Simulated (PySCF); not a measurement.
# C3H14Si3: NMR shifts at several levels of theory

How much do the NMR shifts of C3H14Si3 (`CCC[SiH]([SiH3])[SiH3]`) depend on the level of theory, and what does each level cost?

Computed with PySCF 2.14.0, with density-fitted response routines of our own, on a single molecule in the gas phase. Atoms count from 0, in the outputs and in this text.

**1. The starting structure**

20 atoms, charge 0, multiplicity 1; geometry from: GFN2-xTB.

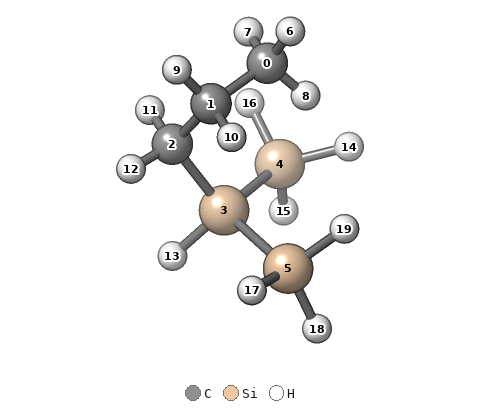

As it starts; carbon grey, silicon light orange, hydrogen white, atoms numbered; sticks join atoms by distance.

**2. Optimising the geometry at PBE0-D3(BJ)/def2-SVP**

Job settings and geometry (Å):

```
{"job": {"xc": "PBE0", "basis": "def2-SVP", "d3": "d3bj", "grid": 1, "kind": "geom"}, "charge": 0, "multiplicity": 1}
C     -1.802942     0.092985     1.013609
C     -1.698609    -0.702116    -0.280955
C     -0.817105    -0.023084    -1.324327
Si     1.017256     0.198909    -0.800915
Si     1.298405     2.132063     0.461132
Si     1.789186    -1.785668     0.131259
H     -2.516530    -0.374098     1.689670
H     -2.137025     1.109211     0.812706
H     -0.840289     0.143691     1.518151
H     -2.703514    -0.838835    -0.692892
H     -1.299107    -1.696326    -0.060573
H     -1.250554     0.948144    -1.574513
H     -0.851326    -0.616643    -2.240630
H      1.709361     0.411112    -2.096675
H      1.288377     1.857116     1.903067
H      2.583734     2.778025     0.183226
H      0.270799     3.155347     0.239939
H      1.459799    -2.991911    -0.635249
H      3.247387    -1.776513     0.274337
H      1.247547    -2.010730     1.476599
```

Log:

```text
step   0  E = -990.35027327  max force = 0.015669
step   1  E = -990.35644022  max force = 0.003415
step   2  E = -990.35679621  max force = 0.001817
step   3  E = -990.35687055  max force = 0.000343
step   4  E = -990.35688381  max force = 0.000348
optimisation converged
```

It took 64 s on 1 thread, shared host.

Step by step:

```tsv
step	energy from step 0 (eV)	largest force component (eV/Å)
0	0.0000	0.8057
1	-0.1678	0.1756
2	-0.1775	0.0934
3	-0.1795	0.0176
4	-0.1799	0.0179
```

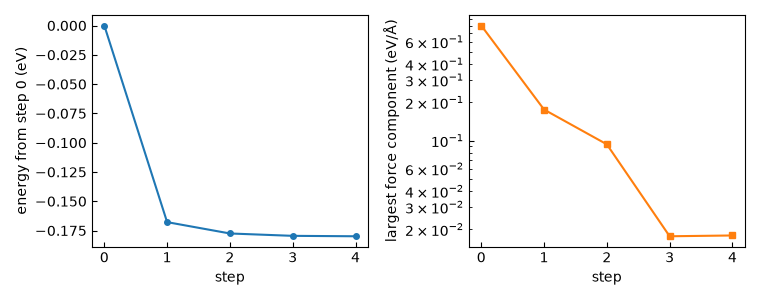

Energy and force, step by step.

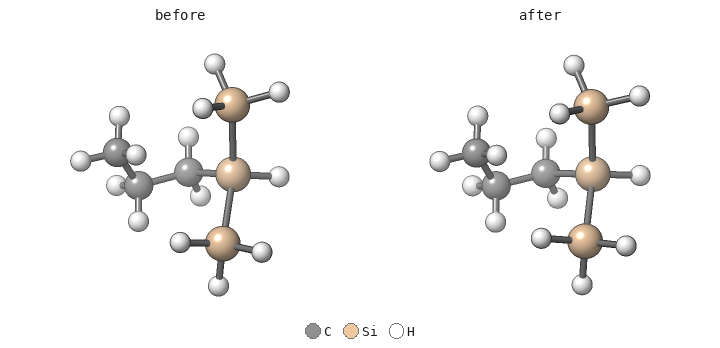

Before and after, at one scale.

Distances of close pairs at the start and the end, largest changes first:

```tsv
bond	before (Å)	after (Å)	change (Å)
Si4–H15	1.465	1.496	+0.031
Si5–H17	1.467	1.498	+0.031
Si4–H16	1.467	1.498	+0.031
Si5–H18	1.465	1.496	+0.031
Si5–H19	1.468	1.497	+0.030
Si4–H14	1.468	1.497	+0.029
Si3–Si4	2.326	2.352	+0.026
Si3–Si5	2.325	2.347	+0.023
```

The end geometry stands in the next job.

```tsv
at the end point	value
point group (found at 0.08 Å tolerance)	C1
rotational constants (GHz, main isotopes)	1.494, 1.402, 0.959
dipole moment (D)	1.27
```

**3. NMR shieldings: PBE0/cc-pVDZ**

Job settings and geometry (Å):

```
{"job": {"kind": "nmr", "xc": "PBE0", "basis": "cc-pVDZ", "pop": true}, "charge": 0, "multiplicity": 1}
C     -1.723348     0.170321     0.922102
C     -1.675997    -0.627522    -0.371744
C     -0.837198     0.020495    -1.472710
Si     1.000288     0.300199    -1.057879
Si     1.363132     2.165362     0.328474
Si     1.906337    -1.609212    -0.036842
H     -2.402003    -0.290552     1.655393
H     -2.071596     1.200978     0.745375
H     -0.730680     0.233493     1.398096
H     -2.703283    -0.777944    -0.745897
H     -1.287839    -1.640432    -0.162006
H     -1.267667     0.996371    -1.759871
H     -0.858160    -0.601811    -2.383479
H      1.749639     0.547381    -2.333620
H      1.307460     1.783802     1.774952
H      2.705697     2.768742     0.058648
H      0.318557     3.210924     0.084941
H      1.607397    -2.840391    -0.835536
H      3.390529    -1.481149     0.099851
H      1.324572    -1.791766     1.330864
```

Level: GIAO PBE0/cc-pVDZ NMR shielding, non-relativistic, gas phase.

Log:

```text
coarse grid: 16816 points
cycle   1  E = -990.6427961232  dE = -4.989e-02  |g| = 3.371e-01  |ddm| = 7.434e+00
cycle   2  E = -990.6310606721  dE =  1.174e-02  |g| = 3.984e-01  |ddm| = 1.390e+00
cycle   3  E = -990.6750757342  dE = -4.402e-02  |g| = 3.535e-02  |ddm| = 7.125e-01
cycle   4  E = -990.6753850722  dE = -3.093e-04  |g| = 1.795e-02  |ddm| = 8.612e-02
cycle   5  E = -990.6754799264  dE = -9.485e-05  |g| = 2.980e-03  |ddm| = 3.596e-02
cycle   6  E = -990.6754822155  dE = -2.289e-06  |g| = 7.006e-04  |ddm| = 6.409e-03
final grid: 144616 points
cycle   7  E = -990.6942029024  dE = -1.926e-05  |g| = 6.841e-03  |ddm| = 5.450e-02
cycle   8  E = -990.6941948332  dE =  8.069e-06  |g| = 8.721e-03  |ddm| = 2.669e-02
cycle   9  E = -990.6942157540  dE = -2.092e-05  |g| = 4.647e-04  |ddm| = 1.496e-02
cycle  10  E = -990.6942158174  dE = -6.339e-08  |g| = 1.323e-04  |ddm| = 1.016e-03
cycle  11  E = -990.6942158220  dE = -4.536e-09  |g| = 3.475e-05  |ddm| = 2.677e-04
cycle  12  E = -990.6942158223  dE = -3.436e-10  |g| = 7.329e-06  |ddm| = 7.825e-05
converged SCF energy = -990.6942158223

GIAO shielding tensors (ppm)
atom      isotropic    diamagn.    paramagn.     s11        s22        s33       span
  0 C      179.374     247.896     -68.522    170.447    175.113    192.563     22.116
  1 C      173.401     245.281     -71.880    166.449    172.576    181.177     14.728
  2 C      182.207     244.995     -62.787    172.980    177.368    196.275     23.295
  3 Si     486.353     885.289    -398.936    455.893    471.191    531.974     76.081
  4 Si     503.725     882.991    -379.266    491.436    499.157    520.584     29.148
  5 Si     511.560     883.092    -371.531    502.030    511.563    521.088     19.058
  6 H       30.221      29.357       0.863     25.918     27.215     37.529     11.611
  7 H       30.669      31.517      -0.848     27.215     28.892     35.902      8.687
  8 H       30.401      34.770      -4.369     26.198     30.632     34.372      8.174
  9 H       29.523      28.398       1.125     23.917     27.839     36.814     12.897
 10 H       30.058      32.590      -2.532     26.292     29.063     34.818      8.526
 11 H       30.356      30.848      -0.492     26.333     28.554     36.180      9.847
 12 H       30.027      29.691       0.336     24.868     28.300     36.914     12.046
 13 H       27.419      30.023      -2.604     24.122     24.994     33.142      9.020
 14 H       27.790      30.521      -2.731     24.807     26.479     32.083      7.275
 15 H       27.623      29.066      -1.443     24.140     24.903     33.825      9.685
 16 H       27.635      30.067      -2.432     24.196     26.051     32.659      8.463
 17 H       27.628      29.636      -2.008     24.118     25.349     33.417      9.299
 18 H       27.810      29.189      -1.379     24.375     25.394     33.660      9.285
 19 H       27.739      30.928      -3.189     24.363     26.770     32.083      7.719
```

Wall time 26 s (1 thread, shared host).

Shifts follow as δ = σ(reference) − σ, with reference shieldings (ppm) from runs at the same level and on the same kind of geometry: 1H TMS 31.29, 13C TMS 196.8, 29Si TMS 418.6. The references are single molecules in the gas phase. Atoms listed in one row are averaged.

```tsv
atoms	environment	σ (ppm)	δ (ppm)
C1	sp3 CH2	173.4	23.4
C0	methyl carbon	179.4	17.4
C2	sp3 CH2 bonded to Si	182.2	14.5
H13	hydrogen on a silicon bonded to C, 2 Si	27.42	3.87
H14, H15, H16, H17, H18, H19	hydrogen on a silicon bonded to Si	27.70	3.59
H9, H10	hydrogen on an sp3 CH2	29.79	1.50
H11, H12	hydrogen on an sp3 CH2 bonded to Si	30.19	1.10
H6, H7, H8	hydrogen on a methyl carbon	30.43	0.86
Si3	silicon bonded to C, 2 Si, H	486.4	-67.7
Si4, Si5	silicon bonded to Si, 3 H	507.6	-89.0
```

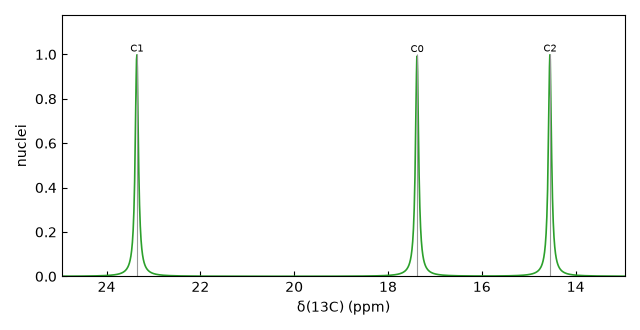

13C lines at the computed shifts, without couplings. Lines are broadened to a width of 0.08 ppm (Lorentzian).

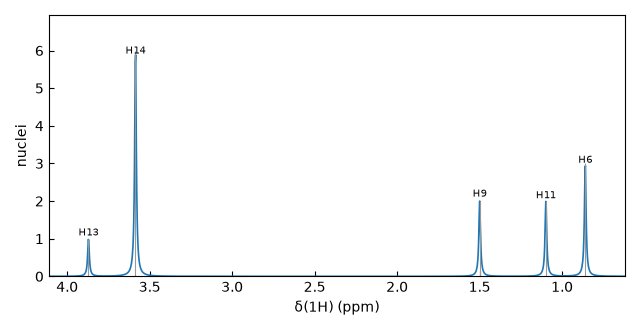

1H lines at the computed shifts, without couplings. Lines are broadened to a width of 0.01 ppm (Lorentzian).

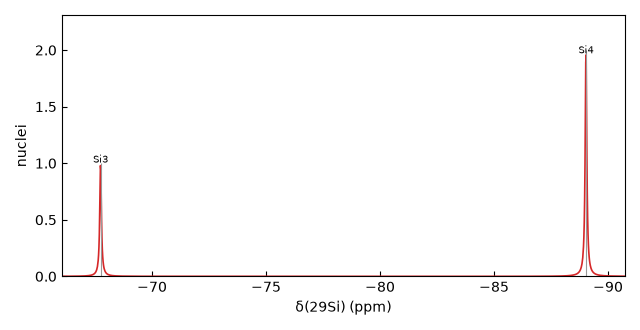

29Si lines at the computed shifts, without couplings. Lines are broadened to a width of 0.09 ppm (Lorentzian).

Charges from the same density, by scheme (e):

```tsv
atoms	Mulliken	IAO	Hirshfeld	ESP fit
C0	-0.10	-0.41	-0.11	-0.32
C1	-0.10	-0.23	-0.06	0.18
C2	-0.20	-0.50	-0.14	-0.36
Si3	0.05	0.31	0.17	0.29
Si4, Si5	0.07	0.25	0.20	0.01
```

ESP fit charges:

C0 -0.32; C1 0.18; C2 -0.36; Si3 0.29; Si4 0.01; Si5 0.00; H6 0.08; H7 0.09; H8 0.07; H9 0.00; H10 0.00; H11 0.11; H12 0.10; H13 -0.10; H14 -0.03; H15 -0.03; H16 -0.03; H17 -0.03; H18 -0.03; H19 -0.02

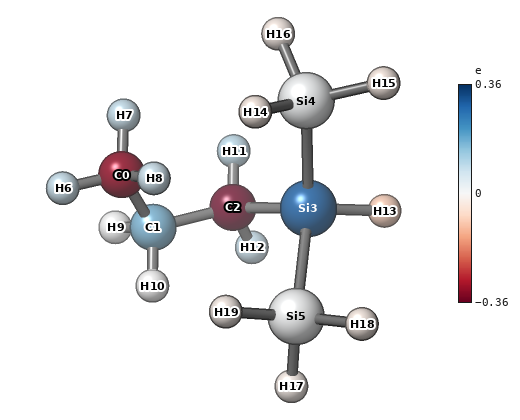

ESP fit charges, as colours on the atoms.

Mayer bond orders: C0–C1 1.09, C1–C2 1.07, C2–Si3 1.01, Si3–Si4 0.96, Si3–Si5 0.96.

**4. Nuclear shieldings: PBE0/aug-cc-pVDZ**

The job, as its differences from that of step 3:

```diff
@@ -1,2 +1,2 @@
-{"job": {"kind": "nmr", "xc": "PBE0", "basis": "cc-pVDZ", "pop": true}, "charge": 0, "multiplicity": 1}
+{"job": {"kind": "nmr", "xc": "PBE0", "basis": "aug-cc-pVDZ", "pop": true}, "charge": 0, "multiplicity": 1}
 C     -1.723348     0.170321     0.922102
```

Level: GIAO PBE0/aug-cc-pVDZ NMR shielding, non-relativistic, gas phase.

Log:

```text
coarse grid: 16816 points
cycle   1  E = -990.6513700366  dE = -6.195e-02  |g| = 3.480e-01  |ddm| = 9.810e+00
cycle   2  E = -990.6368435832  dE =  1.453e-02  |g| = 4.174e-01  |ddm| = 1.749e+00
cycle   3  E = -990.6850920625  dE = -4.825e-02  |g| = 3.892e-02  |ddm| = 9.215e-01
cycle   4  E = -990.6854797198  dE = -3.877e-04  |g| = 1.879e-02  |ddm| = 1.431e-01
cycle   5  E = -990.6855850860  dE = -1.054e-04  |g| = 3.276e-03  |ddm| = 4.903e-02
cycle   6  E = -990.6855878559  dE = -2.770e-06  |g| = 7.972e-04  |ddm| = 1.063e-02
final grid: 144616 points
cycle   7  E = -990.7043592088  dE = -3.716e-05  |g| = 6.806e-03  |ddm| = 2.637e-01
cycle   8  E = -990.7043507714  dE =  8.437e-06  |g| = 8.769e-03  |ddm| = 3.938e-02
cycle   9  E = -990.7043719515  dE = -2.118e-05  |g| = 4.937e-04  |ddm| = 1.910e-02
cycle  10  E = -990.7043720197  dE = -6.816e-08  |g| = 1.768e-04  |ddm| = 1.620e-03
cycle  11  E = -990.7043720281  dE = -8.440e-09  |g| = 4.798e-05  |ddm| = 5.341e-04
cycle  12  E = -990.7043720288  dE = -6.341e-10  |g| = 9.026e-06  |ddm| = 1.559e-04
converged SCF energy = -990.7043720288

GIAO shielding tensors (ppm)
atom      isotropic    diamagn.    paramagn.     s11        s22        s33       span
  0 C      178.346     204.716     -26.369    169.526    174.079    191.434     21.908
  1 C      171.958     199.766     -27.808    165.402    171.041    179.431     14.029
  2 C      180.333     197.528     -17.195    171.549    175.515    193.934     22.385
  3 Si     480.597     884.871    -404.275    451.227    463.847    526.716     75.489
  4 Si     503.189     892.556    -389.367    492.715    494.221    522.632     29.917
  5 Si     513.883     892.944    -379.060    504.767    511.484    525.399     20.632
  6 H       30.183      29.754       0.429     25.844     27.207     37.499     11.655
  7 H       30.700      27.996       2.703     27.225     28.958     35.916      8.691
  8 H       30.372      28.827       1.545     26.204     30.572     34.341      8.137
  9 H       29.493      27.932       1.561     23.926     27.876     36.677     12.751
 10 H       29.996      27.320       2.676     26.292     28.989     34.706      8.414
 11 H       30.316      30.059       0.257     26.241     28.655     36.052      9.811
 12 H       29.922      33.010      -3.088     24.691     28.298     36.777     12.086
 13 H       27.380      24.642       2.738     24.101     25.061     32.977      8.876
 14 H       27.707      30.702      -2.995     24.770     26.458     31.893      7.123
 15 H       27.590      28.702      -1.112     24.190     24.909     33.671      9.481
 16 H       27.585      29.470      -1.886     24.165     26.072     32.516      8.351
 17 H       27.605      29.214      -1.609     24.171     25.347     33.297      9.126
 18 H       27.778      28.854      -1.076     24.447     25.424     33.464      9.017
 19 H       27.691      30.262      -2.572     24.345     26.721     32.006      7.661
```

Run time: 53 s. Hardware: 1 thread, shared host.

In short: δ C1 23.2, C0 16.8, C2 14.8, Si3 -63.9, H13 4.02, H14 3.74 ppm (means over like atoms).

**5. Nuclear shieldings: PBE0/pcSseg-0**

The job, as its differences from that of step 4:

```diff
@@ -1,2 +1,2 @@
-{"job": {"kind": "nmr", "xc": "PBE0", "basis": "aug-cc-pVDZ", "pop": true}, "charge": 0, "multiplicity": 1}
+{"job": {"kind": "nmr", "xc": "PBE0", "basis": "pcSseg-0", "pop": true}, "charge": 0, "multiplicity": 1}
 C     -1.723348     0.170321     0.922102
```

Method: GIAO PBE0/pcSseg-0 NMR shielding, non-relativistic, gas phase.

Log:

```text
coarse grid: 16816 points
cycle   1  E = -989.2716395757  dE = -1.749e-01  |g| = 2.940e-01  |ddm| = 4.015e+00
cycle   2  E = -989.2670829958  dE =  4.557e-03  |g| = 3.202e-01  |ddm| = 7.585e-01
cycle   3  E = -989.2951595999  dE = -2.808e-02  |g| = 2.956e-02  |ddm| = 4.482e-01
cycle   4  E = -989.2953631445  dE = -2.035e-04  |g| = 1.218e-02  |ddm| = 6.053e-02
cycle   5  E = -989.2954052506  dE = -4.211e-05  |g| = 2.395e-03  |ddm| = 2.085e-02
cycle   6  E = -989.2954066463  dE = -1.396e-06  |g| = 4.965e-04  |ddm| = 3.138e-03
final grid: 144616 points
cycle   7  E = -989.3867585364  dE = -1.950e-05  |g| = 4.178e-03  |ddm| = 2.797e-02
cycle   8  E = -989.3867567898  dE =  1.747e-06  |g| = 4.917e-03  |ddm| = 1.142e-02
cycle   9  E = -989.3867632053  dE = -6.415e-06  |g| = 2.507e-04  |ddm| = 6.417e-03
cycle  10  E = -989.3867632229  dE = -1.759e-08  |g| = 9.998e-05  |ddm| = 5.623e-04
cycle  11  E = -989.3867632254  dE = -2.545e-09  |g| = 2.239e-05  |ddm| = 1.458e-04
cycle  12  E = -989.3867632256  dE = -1.603e-10  |g| = 3.047e-06  |ddm| = 4.657e-05
converged SCF energy = -989.3867632256

GIAO shielding tensors (ppm)
atom      isotropic    diamagn.    paramagn.     s11        s22        s33       span
  0 C      175.176     247.632     -72.457    165.907    170.729    188.891     22.985
  1 C      172.742     243.295     -70.553    164.607    171.008    182.611     18.004
  2 C      182.695     250.931     -68.237    172.990    177.504    197.590     24.600
  3 Si     476.951     879.924    -402.973    426.545    457.509    546.798    120.253
  4 Si     491.253     879.623    -388.369    467.276    480.842    525.643     58.367
  5 Si     502.725     879.634    -376.909    482.083    498.455    527.636     45.553
  6 H       31.688      30.070       1.619     26.948     28.361     39.756     12.808
  7 H       32.163      30.324       1.839     28.403     30.401     37.684      9.282
  8 H       31.940      29.125       2.815     27.218     33.114     35.487      8.269
  9 H       31.191      31.651      -0.460     24.873     29.103     39.596     14.723
 10 H       31.879      29.862       2.017     27.401     31.210     37.026      9.624
 11 H       32.321      32.076       0.245     27.185     30.583     39.196     12.011
 12 H       31.988      32.566      -0.579     25.788     29.923     40.252     14.463
 13 H       29.292      30.564      -1.271     25.584     26.385     35.908     10.324
 14 H       29.579      28.620       0.959     26.214     28.318     34.204      7.991
 15 H       29.470      29.372       0.098     25.497     26.716     36.197     10.700
 16 H       29.467      29.092       0.375     25.547     27.844     35.012      9.465
 17 H       29.459      29.196       0.263     25.462     27.166     35.748     10.286
 18 H       29.798      29.296       0.502     25.898     27.368     36.128     10.230
 19 H       29.548      28.596       0.952     25.707     28.714     34.223      8.516
```

Wall time 11 s (1 thread, shared host).

Key values: δ C1 20.8, C0 18.3, C2 10.8, Si3 -128.4, H13 3.54, H14 3.28 ppm (means over like atoms).

**6. Comparing the runs: NMR shifts**

Shifts (ppm) of some atoms, chosen among heavy atoms and hydrogens apart, means over like atoms, with basis size and wall time:

```tsv
run	C1	C0	C2	H13	H11	Si3	Si4	functions	time
PBE0/cc-pVDZ	23.4	17.4	14.5	3.87	1.10	-67.7	-89.0	166	26 s
PBE0/aug-cc-pVDZ	23.2	16.8	14.8	4.02	1.28	-63.9	-91.8	276	53 s
PBE0/pcSseg-0	20.8	18.3	10.8	3.54	0.68	-128.4	-148.5	94	11 s
```

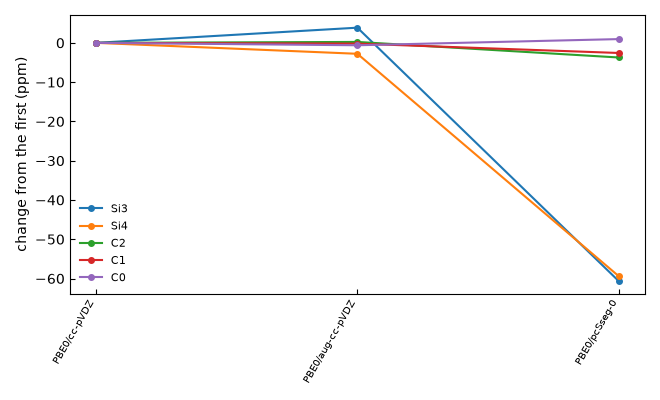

How five of the tabulated atoms move from run to run.

**7. Results**

| quantity | value |
| --- | --- |
| point group | C1 |
| rotational constants (main isotopes) | 1.49, 1.40, 0.96 GHz |
| 13C shifts against TMS (PBE0/cc-pVDZ) | 23.4, 17.4, 14.5 ppm |
| 1H shifts against TMS (PBE0/cc-pVDZ, means over atoms taken as alike) | 3.87, 3.59, 1.50, 1.10, 0.86 ppm |
| 29Si shifts against TMS (PBE0/cc-pVDZ, means over atoms taken as alike) | -67.7, -89.0 ppm |
| range of the shift of Si3 | -128.4 to -63.9 ppm |

In words: Single values in the summary come from the first run of each kind that ended normally (PBE0/cc-pVDZ), which need not be the best level. Relaxing lowered the energy by 0.180 eV in 4 steps; the close pair that moved most is Si4–H15, from 1.465 to 1.496 Å. No frequency check was run at this level, so the end point may be a saddle. At PBE0/cc-pVDZ: The largest span, 76 ppm, is at Si3, where the paramagnetic term is -399 ppm. Across the 3 runs the shift of Si3 moves most, between -128.4 (PBE0/pcSseg-0) and -63.9 ppm (PBE0/aug-cc-pVDZ). Most of that comes from the computed reference, not from the atom's own shielding.
